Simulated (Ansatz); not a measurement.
## Geometry relaxation of HfPNH$_{5}$F$_{3}$ (part 2 of 2)

The same run, continued: HfPNH$_{5}$F$_{3}$; RKS PBE0-D4/def2-SVP (Ansatz 0.2.0). It belongs to a series of runs on one base structure; here: end point A relaxed.

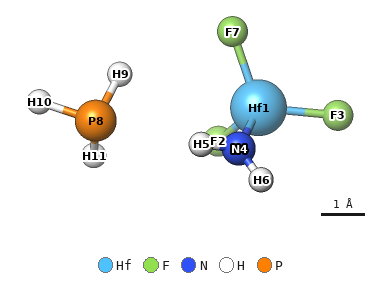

Figure 1. The geometry at step 21 of the log (ball-and-stick view, seen at a tilt; atoms are numbered from 1 in the order of the input).

```
1366 factors; integrals over basis functions are off by at most 6.8e-4 eV
mean field -20301.65192687 eV, -746.0719473584 hartree, gradient 1.4e-5 eV, S^2 0.000000; 1 other end points of the search recorded, 0 dependent functions left out
the calculation of the forces begins
reference -20301.65198424 eV, -746.0719494667 hartree; 33, 33 occupied and 98, 98 virtual orbitals, 1366 factors
Total energy: -20301.85166822 eV, -746.0792877179 hartree
Atom 0 at     0.030973     0.037892    -0.197252 Å, force    -0.001473     0.001737     0.001934 eV/Å
Atom 1 at     0.616389    -0.196958     1.630789 Å, force     0.000679    -0.000098     0.000049 eV/Å
Atom 2 at     1.653693     0.273912    -1.185188 Å, force    -0.002392    -0.000027     0.000315 eV/Å
Atom 3 at    -0.846476     1.822023    -0.630565 Å, force    -0.000713     0.000122     0.000787 eV/Å
Atom 4 at    -1.758323     2.185613    -0.370926 Å, force     0.002112    -0.001636     0.001100 eV/Å
Atom 5 at    -0.375862     2.522196    -1.201928 Å, force     0.000675     0.001237    -0.002096 eV/Å
Atom 6 at    -0.805029    -1.522460    -0.972188 Å, force    -0.000033    -0.001687    -0.000508 eV/Å
Atom 7 at    -2.463448    -0.313819     1.392020 Å, force     0.004046     0.001104    -0.002179 eV/Å
Atom 8 at    -2.507629    -1.571826     2.045228 Å, force    -0.000683    -0.000486    -0.000334 eV/Å
Atom 9 at    -3.770305    -0.347661     0.838294 Å, force    -0.000366    -0.000396     0.000463 eV/Å
Atom 10 at    -2.756284     0.492088     2.523014 Å, force    -0.001853     0.000130     0.000469 eV/Å
Dipole moment:    -0.901414     0.324752     0.332767 e Å
```

## Trajectory as extended XYZ (Å, eV, eV/Å), 9 of the 41 frames kept, from step=1 to step=41
```
11
Properties=species:S:1:pos:R:3:forces:R:3 step=1 energy=-20301.46009
Hf    0.1778   -0.0141   -0.1097    0.0829   0.0036   0.7177
F     0.2612   -0.0098    1.8448    0.1641  -0.0254  -0.7412
F     1.9511    0.2453   -0.7681   -0.0091  -0.0034  -0.0005
N    -0.8784    1.5778   -0.7465    0.0134   0.0218  -0.0161
H    -1.8813    1.6258   -0.9131   -0.0109   0.0001  -0.0028
H    -0.4801    2.4957   -0.9393   -0.0073  -0.0167   0.0073
F    -0.6519   -1.6126   -0.7583    0.0040  -0.0091  -0.0087
P    -3.1904    0.2550    1.5644   -0.1909   0.0059   0.0008
H    -2.8919   -0.4903    0.3782    0.0044  -0.0065   0.0022
H    -3.5538   -0.9220    2.2879    0.0084   0.0149  -0.0216
H    -1.8446    0.2303    2.0311   -0.0590   0.0149   0.0628
11
Properties=species:S:1:pos:R:3:forces:R:3 step=6 energy=-20301.51286
Hf    0.3004   -0.0055   -0.1744    0.0278   0.0053  -0.0053
F     0.5054   -0.0037    1.7349    0.0046   0.0081  -0.0090
F     2.0332    0.2623   -0.9433   -0.0534  -0.0137   0.0187
N    -0.8409    1.5634   -0.7252    0.0449   0.0495   0.0062
H    -1.8456    1.5544   -0.8873   -0.0256   0.0026  -0.0071
H    -0.5095    2.5198   -0.8468   -0.0119  -0.0523   0.0040
F    -0.5894   -1.6072   -0.7322    0.0160   0.0068  -0.0157
P    -3.3299    0.2597    1.5392    0.1248  -0.1003  -0.0043
H    -2.8757   -0.5544    0.4460   -0.0369   0.0448   0.1010
H    -3.7836   -0.8751    2.2825    0.0110   0.0471  -0.0405
H    -2.0468    0.2673    2.1780   -0.1013   0.0020  -0.0481
11
Properties=species:S:1:pos:R:3:forces:R:3 step=11 energy=-20301.52037
Hf    0.3433   -0.0071   -0.2396    0.0154   0.0078   0.0073
F     0.5703   -0.0651    1.6663   -0.0035  -0.0018  -0.0216
F     2.0590    0.3183   -1.0208   -0.0099   0.0001   0.0043
N    -0.8390    1.5559   -0.7100    0.0033   0.0353   0.0145
H    -1.8476    1.5317   -0.8537    0.0027  -0.0071  -0.0033
H    -0.5367    2.5276   -0.7631   -0.0036  -0.0292  -0.0041
F    -0.5220   -1.6032   -0.8490   -0.0037  -0.0038   0.0020
P    -3.3036    0.2562    1.4267    0.0964  -0.1375   0.0324
H    -2.7190   -0.7968    0.6412   -0.0620   0.0873   0.0793
H    -4.0083   -0.6653    2.2647    0.0285   0.0418  -0.0572
H    -2.1787    0.3289    2.3086   -0.0636   0.0071  -0.0536
11
Properties=species:S:1:pos:R:3:forces:R:3 step=16 energy=-20301.52365
Hf    0.3812   -0.0002   -0.2845    0.0083   0.0000  -0.0063
F     0.6321   -0.0987    1.6155   -0.0036  -0.0014   0.0012
F     2.0776    0.3487   -1.0971   -0.0046  -0.0002   0.0008
N    -0.8196    1.5624   -0.7004   -0.0464   0.0080  -0.0006
H    -1.8385    1.5365   -0.7559    0.0541   0.0055   0.0060
H    -0.5192    2.5304   -0.8020   -0.0076  -0.0113  -0.0040
F    -0.4945   -1.5950   -0.8846   -0.0005   0.0007   0.0014
P    -3.2956    0.2251    1.3831    0.0190  -0.0254   0.0170
H    -2.6443   -0.9104    0.8036   -0.0020   0.0147   0.0050
H    -4.1507   -0.5881    2.1864    0.0021   0.0121  -0.0055
H    -2.3108    0.3704    2.4071   -0.0189  -0.0028  -0.0150
11
Properties=species:S:1:pos:R:3:forces:R:3 step=21 energy=-20301.52663 accepted=F
Hf    0.4063    0.0258   -0.3257    0.0193  -0.0775   0.0442
F     0.6253   -0.1308    1.5779   -0.0010   0.0380  -0.0767
F     2.0841    0.3683   -1.1760    0.0236   0.0049   0.0140
N    -0.7871    1.5959   -0.7251    0.2358  -0.0565   0.0264
H    -1.7898    1.5926   -0.5673   -0.2621   0.0389   0.0178
H    -0.4957    2.5358   -0.9818   -0.0003   0.0225  -0.0356
F    -0.4678   -1.5816   -0.9010   -0.0065   0.0470  -0.0099
P    -3.2369    0.1709    1.3733    0.0276   0.0746  -0.0079
H    -2.5586   -1.0286    0.9929   -0.0593  -0.0378   0.0411
H    -4.2968   -0.5027    2.0452   -0.0155  -0.0716  -0.0394
H    -2.4652    0.3355    2.5588    0.0384   0.0175   0.0262
11
Properties=species:S:1:pos:R:3:forces:R:3 step=26 energy=-20301.58259
Hf    0.3664    0.0842   -0.3577   -0.0219   0.0129   0.0152
F     0.4741   -0.0733    1.5537   -0.0120   0.0042  -0.0034
F     2.0913    0.3379   -1.1471   -0.0387  -0.0100   0.0263
N    -0.7198    1.7113   -0.8251    0.0012   0.0361  -0.0154
H    -1.6958    1.8186   -0.5498    0.0246   0.0013   0.0008
H    -0.4061    2.5561   -1.2975   -0.0101  -0.0152  -0.0178
F    -0.5196   -1.5011   -0.9791   -0.0015   0.0115  -0.0210
P    -3.0219    0.0080    1.4727   -0.0455  -0.2526   0.1919
H    -2.5646   -1.3475    1.3729   -0.1270   0.1186   0.0079
H    -4.3798   -0.3472    1.7942    0.2904   0.0581  -0.0996
H    -2.6065    0.1340    2.8341   -0.0594   0.0351  -0.0851
11
Properties=species:S:1:pos:R:3:forces:R:3 step=31 energy=-20301.83047
Hf    0.0143    0.0737   -0.1620    0.0574  -0.0219   0.0078
F     0.4694   -0.1018    1.7199   -0.0278   0.0033  -0.1308
F     1.7190    0.2599   -1.0072    0.0447   0.0282  -0.0358
N    -0.8578    1.8134   -0.7566   -0.0076  -0.0497   0.0885
H    -1.8072    2.1176   -0.5619   -0.0108   0.0364  -0.0259
H    -0.4000    2.5234   -1.3244    0.0167  -0.0018   0.0007
F    -0.7613   -1.5029   -0.9618    0.0258  -0.0023   0.0170
P    -2.4635   -0.2981    1.3880   -0.2057   0.0381   0.1938
H    -2.5764   -1.6640    1.7544    0.0154   0.0057   0.0227
H    -3.8396   -0.0905    1.0816    0.1044   0.0008  -0.0309
H    -2.4791    0.2504    2.7014   -0.0126  -0.0369  -0.1070
11
Properties=species:S:1:pos:R:3:forces:R:3 step=36 energy=-20301.85051
Hf    0.0361    0.0394   -0.1901    0.0101  -0.0041   0.0059
F     0.6156   -0.1724    1.6433   -0.0082  -0.0018  -0.0019
F     1.6702    0.3019   -1.1524   -0.0042  -0.0005  -0.0034
N    -0.8677    1.8033   -0.6518    0.0072  -0.0243   0.0099
H    -1.8043    2.1376   -0.4483   -0.0083   0.0068   0.0026
H    -0.3853    2.5161   -1.1963    0.0035   0.0247  -0.0113
F    -0.7662   -1.5385   -0.9630   -0.0015  -0.0014   0.0002
P    -2.4577   -0.3129    1.3986    0.0030  -0.0016   0.0023
H    -2.5795   -1.6077    1.9649    0.0038   0.0025   0.0001
H    -3.7753   -0.2168    0.8781   -0.0040  -0.0038  -0.0006
H    -2.6683    0.4312    2.5883   -0.0014   0.0037  -0.0036
11
Properties=species:S:1:pos:R:3:forces:R:3 step=41 energy=-20301.85161
Hf    0.0310    0.0379   -0.1973   -0.0015   0.0017   0.0019
F     0.6164   -0.1970    1.6308    0.0007  -0.0001   0.0000
F     1.6537    0.2739   -1.1852   -0.0024   0.0000   0.0003
N    -0.8465    1.8220   -0.6306   -0.0007   0.0001   0.0008
H    -1.7583    2.1856   -0.3709    0.0021  -0.0016   0.0011
H    -0.3759    2.5222   -1.2019    0.0007   0.0012  -0.0021
F    -0.8050   -1.5225   -0.9722    0.0000  -0.0017  -0.0005
P    -2.4634   -0.3138    1.3920    0.0040   0.0011  -0.0022
H    -2.5076   -1.5718    2.0452   -0.0007  -0.0005  -0.0003
H    -3.7703   -0.3477    0.8383   -0.0004  -0.0004   0.0005
H    -2.7563    0.4921    2.5230   -0.0019   0.0001   0.0005
```

The run was set up as follows.

## Input
```yaml
crystal:
  periodic: [false, false, false]
  atoms:
    - { symbol: Hf, position_ang: [0.177789, -0.014118, -0.109735] }
    - { symbol: F, position_ang: [0.261151, -0.009829, 1.844758] }
    - { symbol: F, position_ang: [1.951102, 0.245328, -0.768091] }
    - { symbol: "N", position_ang: [-0.8784, 1.577768, -0.746525] }
    - { symbol: H, position_ang: [-1.881336, 1.625781, -0.913067] }
    - { symbol: H, position_ang: [-0.480059, 2.49568, -0.939305] }
    - { symbol: F, position_ang: [-0.651941, -1.612579, -0.758263] }
    - { symbol: P, position_ang: [-3.19037, 0.25499, 1.564386] }
    - { symbol: H, position_ang: [-2.891888, -0.490322, 0.378236] }
    - { symbol: H, position_ang: [-3.553777, -0.922044, 2.28785] }
    - { symbol: H, position_ang: [-1.844572, 0.230345, 2.031055] }
basis:
  gaussian: { orbitals: def2-SVP }
hamiltonian:
  xc: pbe0
  dispersion: d4
relax:
  f_tol: 0.03
  max_steps: 50
```

Launched with:
```bash
ansatz run input.yaml --threads 4 --pin off --max-ram 5120MiB --backend cpu --events-out ev --progress --plain --runs-dir out
```

## Key numbers

| quantity | value |
| --- | --- |
| outcome | converged |
| total energy | −20301.8517 eV |
| mean-field energy | −20301.6520 eV |
| largest force (length of the vector) at the end | 0.005 eV/Å |
| hardware | 4 threads of AMD EPYC (Zen 5), 32 GiB of memory available, shared host |
| wall time | 49 s (CPU time 2.9 min) |
| peak memory | 0.36 GiB |
